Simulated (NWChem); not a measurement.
# PBE/def2-TZVPPD run of BH (SMILES [BH])

Aim: the vertical singlet–triplet gap of BH at PBE/def2-TZVPPD, from 2 runs. 

The calculation is run with NWChem 7.3.0.

2 further runs of the same task are left out: 2 set aside as unsound or not needed.

## Step 1: The system as given

The species is BH (2 atoms), meant as a singlet with charge 0. SMILES: `[BH]`. Geometry: the measured bond length.

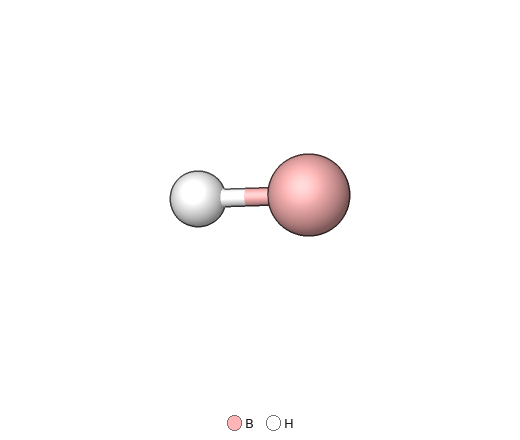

The structure, seen from a chosen angle (boron pink, hydrogen white).

## Step 2: Energy and gradient at PBE/def2-TZVPPD

work.nw reads:

```
start work
title "BH"
memory stack 880 mb heap 220 mb global 1100 mb

geometry noautosym nocenter noautoz
 B        0.000000       0.000000       0.000000
 H        0.000000       0.000000       1.232400
end

basis "ao basis" spherical bse
 * library def2-TZVPPD
end

dft
 xc xpbe96 cpbe96
 mult 1
 grid xfine
 convergence energy 1e-08
 iterations 100
 mulliken
 noprint "final vectors analysis"
end

task dft gradient
```

The run is started by

```
$ nwchem work.nw > work.out
```

The program printed:

```text
[...]
          Wavefunction type:  closed shell.
          No. of atoms     :     2
          No. of electrons :     6
[...]
          Charge           :     0
          Spin multiplicity:     1
[...]
          AO basis - number of functions:    54
[...]
              XC Information
              --------------
          PerdewBurkeErnzerhof Exchange Functional  1.000
            Perdew 1991 LDA Correlation Functional  1.000 local
           PerdewBurkeErnz. Correlation Functional  1.000 non-local
[...]
 d= 0,ls=0.0,diis     1    -25.2227443995 -2.74D+01  6.06D-03  1.05D-01     1.1
[...]
 d= 0,ls=0.0,diis     7    -25.2391031917 -1.90D-10  1.73D-07  3.05D-11     5.9
         Total DFT energy =      -25.239103191705
      One electron energy =      -37.237155658530
           Coulomb energy =       14.084133448601
    Exchange-Corr. energy =       -4.233018863144
 Nuclear repulsion energy =        2.146937881368
[...]
      Total Density - Mulliken Population Analysis
     ---------------------------------------------
    Atom       Charge   Shell Charges
 -----------   ------   -------------------------------------------------------
    1 B    5     5.02   0.92  1.05  0.72  0.86  0.21  0.02  0.52  0.50  0.18  0.01  0.02  0.00  0.00
    2 H    1     0.98   0.27  0.50  0.18  0.00  0.01  0.03 -0.00
[...]
  wavefunction    = closed shell
                         DFT ENERGY GRADIENTS
    atom               coordinates                        gradient
                 x          y          z           x          y          z
   1 B       0.000000   0.000000   0.000000   -0.000000  -0.000000   0.006683
   2 H       0.000000   0.000000   2.328898    0.000000   0.000000  -0.006683
[...]
```

It took 9 s on 1 thread of Intel Xeon Platinum 8259CL at 2.50GHz (Skylake/Cascade Lake), shared host; peak memory 0.12 GiB.

## Step 3: The triplet: the energy at UPBE/def2-TZVPPD

work.xyz reads:

```xyz
2
borane(1)
B      0.000000     0.000000     0.000000
H      0.000000     0.000000     1.232400
```

run.py reads:

```python
from ase.io import read
from ase.calculators.nwchem import NWChem

atoms = read('work.xyz')

calc = NWChem(
    label='work',
    theory='dft',
    memory='2200 mb',
    basis='def2-TZVPPD',
    basispar='spherical bse',
    dft={'xc': 'xpbe96 cpbe96', 'mult': '3', 'grid': 'xfine', 'convergence': 'energy 1e-08', 'iterations': '100', 'mulliken': None},
    task='energy',
)
atoms.calc = calc

print(f"energy = {atoms.get_potential_energy():.6f} eV")
```

The run is started by

```
$ export ASE_NWCHEM_COMMAND="nwchem PREFIX.nwi > PREFIX.nwo"
$ python run.py
```

The program printed:

```text
energy = -685.843662 eV
```

The calculator wrote work.nwi:

```
title "work"

permanent_dir work

scratch_dir work

start work

geometry units angstrom nocenter noautosym noautoz
  B  0.0000000000000000e+00 0.0000000000000000e+00 0.0000000000000000e+00
  H  0.0000000000000000e+00 0.0000000000000000e+00 1.2323999999999999e+00
end

memory 2200 mb

basis spherical bse noprint
   * library def2-TZVPPD
end

dft
  xc xpbe96 cpbe96
  mult 3
  grid xfine
  convergence energy 1e-08
  iterations 100
  mulliken
end

task dft energy
```

work.nwo:

```text
Northwest Computational Chemistry Package (NWChem) 7.3.0
             --------------------------------------------------------

           Job information
           ---------------

    nwchem branch   = 7.3.0
    use scalapack   = T
    input           = work.nwi
    prefix          = work.
    data base       = work/work.db
    status          = startup
    nproc           =        1

           Memory information
           ------------------

    heap     =     72089594 doubles =      550.0 Mbytes
    stack    =     72089599 doubles =      550.0 Mbytes
    global   =    144179200 doubles =     1100.0 Mbytes (distinct from heap & stack)
    total    =    288358393 doubles =     2200.0 Mbytes
    verify   = yes
    hardfail = no

           Directory information
           ---------------------

  0 permanent = work
  0 scratch   = work

                                NWChem Input Module
                                -------------------

                                       work
                                       ----

 Scaling coordinates for geometry "geometry" by  1.889725989
 (inverse scale =  0.529177249)

                             Geometry "geometry" -> ""
                             -------------------------

 Output coordinates in angstroms (scale by  1.889725989 to convert to a.u.)

[... 13 lines left out ...]
            Nuclear Dipole moment (a.u.)
[... 40 lines left out ...]
  convergence criterion.
[... 16 lines left out ...]
          Convergence on density requested:  1.00D-05
[... 19 lines left out ...]
          Spatial weights used:  Erf1
[... 3 lines left out ...]
          Convergence aids based upon iterative change in
[... 84 lines left out ...]
         Total DFT energy =      -25.204289896389
[... 1 line left out ...]
           Coulomb energy =       14.118734402382
[... 1 line left out ...]
 Nuclear repulsion energy =        2.146937881368
[... 408 lines left out ...]
                     DFT Final Beta Molecular Orbital Analysis
[... 449 lines left out ...]
   alpha     31     32     33     34     35     36     37     38     39     40
    beta     30     32     34     33     36     35     40     37     39     38
 overlap   0.998  0.997  0.988  0.986  0.999  0.998  0.966  0.964  0.988  0.964

   alpha     41     42     43     44     45     46     47     48     49     50
    beta     41     43     42     44     45     46     47     48     49     51
 overlap   0.974  0.966  0.964  0.997  0.999  1.000  1.000  1.000  1.000  1.000

   alpha     51     52     53     54
    beta     50     52     53     54
 overlap   1.000  1.000  1.000  1.000

     --------------------------
     Expectation value of S2:
     --------------------------
      <S2> =      2.0012 (Exact =     2.0000)

 center of mass
 --------------
 x =   0.00000000 y =   0.00000000 z =   0.19531460

 moments of inertia (a.u.)
 ------------------
           5.007781123213           0.000000000000           0.000000000000
           0.000000000000           5.007781123213           0.000000000000
           0.000000000000           0.000000000000           0.000000000000

     Multipole analysis of the density
     ---------------------------------

     L   x y z        total         alpha         beta         nuclear
     -   - - -        -----         -----         ----         -------
     0   0 0 0     -0.000000     -4.000000     -2.000000      6.000000

     1   1 0 0      0.000000      0.000000     -0.000000      0.000000
[... 8 lines of this table left out ...]
     2   0 0 2     -5.515981     -7.568720     -3.371029      5.423767

 Task  times  cpu:       10.2s     wall:       10.2s
 Total times  cpu:       10.2s     wall:       10.2s
```

Run time: 12 s. Hardware: 1 thread of Intel Xeon Platinum 8259CL at 2.50GHz (Skylake/Cascade Lake), shared host; peak memory 0.11 GiB.

## Step 4: Outcome

Level: PBE/def2-TZVPPD.

| quantity | value |
| --- | --- |
| singlet: total energy | -25.23910 Eh |
| singlet: dipole moment | 1.54 D |
| singlet: largest force on an atom | 0.344 eV/Å |
| triplet: total energy | -25.20429 Eh |
| triplet: dipole moment | 0.21 D |
| triplet: HOMO energy (highest over α and β) | -4.32 eV |
| triplet: LUMO energy (lowest over α and β) | -3.87 eV |
| triplet: ⟨S²⟩ | 2.001 |
| vertical energy of the triplet above the singlet | 0.947 eV |

What this shows: At this shape the triplet lies 0.95 eV (21.8 kcal/mol) above the singlet. The largest force (singlet) is 0.34 eV/Å: the shape isn't a stationary point for this species at this level.
